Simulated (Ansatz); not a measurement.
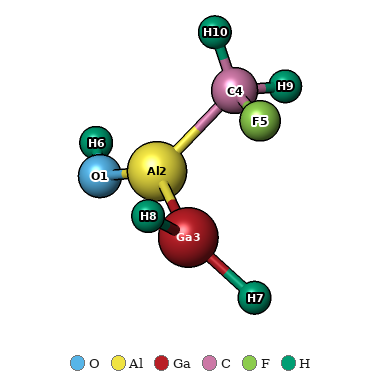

The system is CH₅AlFGaO, SMILES [OH][Al]([GaH2])[CH2]F; the picture shows the reference structure. First axis: dihedral H6–O1–Al2–C4. Second axis: dihedral Ga3–Al2–C4–F5. Nothing is relaxed (all other coordinates rigid). Grid: 12 × 12 points. Points are written as (first, second). Energies are in eV, from the relaxed molecule at the same level. Level of theory: RKS PBE0-D4/def2-SVP in Ansatz.

Its coordinates:

```yaml
atoms:
  - { symbol: O, position_ang: [-2.6440, -0.1112, 0.0673] }
  - { symbol: Al, position_ang: [-0.9447, -0.1936, 0.0303] }
  - { symbol: Ga, position_ang: [0.9493, -1.7867, 0.0496] }
  - { symbol: C, position_ang: [0.3307, 1.3608, -0.0628] }
  - { symbol: F, position_ang: [1.5447, 0.5937, -0.0596] }
  - { symbol: H, position_ang: [-3.2264, 0.6492, 0.0504] }
  - { symbol: H, position_ang: [1.5912, -2.3204, -1.2905] }
  - { symbol: H, position_ang: [1.6544, -2.2136, 1.3962] }
  - { symbol: H, position_ang: [0.3517, 1.9745, -0.9789] }
  - { symbol: H, position_ang: [0.3930, 2.0473, 0.7981] }
```

Range: dihedral H6–O1–Al2–C4 from −180 to 150°; dihedral Ga3–Al2–C4–F5 from −180 to 150°.

**What will the energy surface look like?**

The lowest grid point is at (−180°, 0°), −0.0024 eV from the relaxed molecule at the same level; the map holds 2 wells of about this depth. The highest grid point, (−90°, −180°), lies 0.77 eV above the lowest. On the interpolated surface the easiest way out of the lowest well to the well at (0°, 0°) passes a barrier of about 0.11 eV. Round the minimum the two coordinates are nearly uncoupled.

| dihedral Ga3–Al2–C4–F5 ↓, dihedral H6–O1–Al2–C4 → | −180 | −150 | −120 | −90 | −60 | −30 | 0 | 30 | 60 | 90 | 120 | 150 |
| --- | --- | --- | --- | --- | --- | --- | --- | --- | --- | --- | --- | --- |
| 150 | 0.64 | 0.67 | 0.73 | 0.74 | 0.69 | 0.62 | 0.58 | 0.60 | 0.66 | 0.71 | 0.70 | 0.66 |
| 120 | 0.56 | 0.60 | 0.65 | 0.67 | 0.62 | 0.56 | 0.52 | 0.54 | 0.59 | 0.62 | 0.60 | 0.57 |
| 90 | 0.47 | 0.51 | 0.57 | 0.59 | 0.55 | 0.49 | 0.46 | 0.48 | 0.53 | 0.55 | 0.52 | 0.48 |
| 60 | 0.33 | 0.38 | 0.44 | 0.46 | 0.42 | 0.36 | 0.34 | 0.37 | 0.42 | 0.44 | 0.40 | 0.35 |
| 30 | 0.13 | 0.16 | 0.22 | 0.25 | 0.22 | 0.16 | 0.13 | 0.16 | 0.21 | 0.24 | 0.21 | 0.15 |
| 0 | 0.00 | 0.03 | 0.08 | 0.11 | 0.08 | 0.03 | 0.00 | 0.03 | 0.08 | 0.11 | 0.08 | 0.03 |
| −30 | 0.13 | 0.15 | 0.21 | 0.24 | 0.21 | 0.16 | 0.13 | 0.16 | 0.22 | 0.25 | 0.22 | 0.16 |
| −60 | 0.33 | 0.35 | 0.40 | 0.44 | 0.42 | 0.36 | 0.34 | 0.36 | 0.42 | 0.46 | 0.44 | 0.38 |
| −90 | 0.47 | 0.48 | 0.52 | 0.55 | 0.53 | 0.48 | 0.46 | 0.49 | 0.55 | 0.59 | 0.57 | 0.51 |
| −120 | 0.56 | 0.57 | 0.60 | 0.62 | 0.59 | 0.54 | 0.52 | 0.56 | 0.62 | 0.67 | 0.65 | 0.60 |
| −150 | 0.64 | 0.66 | 0.70 | 0.71 | 0.66 | 0.60 | 0.58 | 0.62 | 0.69 | 0.74 | 0.73 | 0.67 |
| −180 | 0.69 | 0.71 | 0.76 | 0.77 | 0.72 | 0.64 | 0.61 | 0.64 | 0.72 | 0.77 | 0.76 | 0.71 |

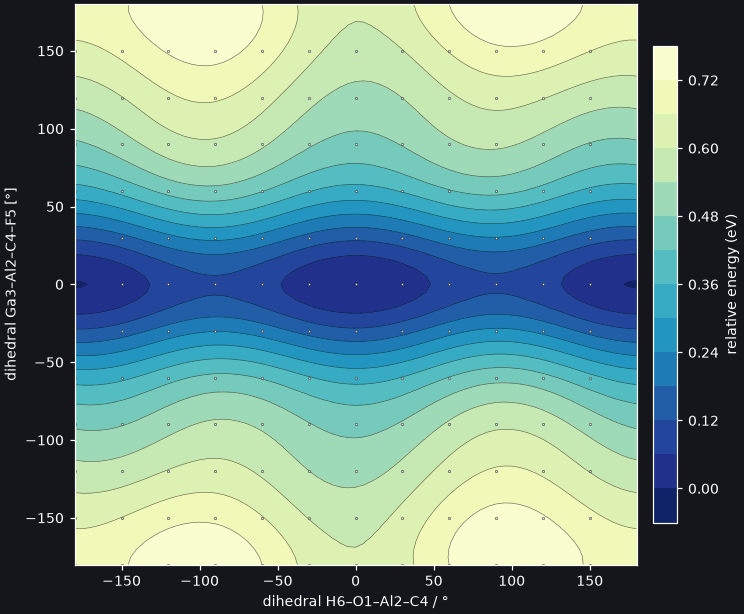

The picture shows filled contours, dots at the grid points. Between grid points the surface is interpolated.

Each point was launched as `ansatz run input.yaml --threads 1 --pin off --max-ram 2560MiB --backend cpu --events-out ev --progress --plain --runs-dir out`. Time for the 144 points that were run: 33 min on 1 thread of Arm Neoverse N1 (shared host).
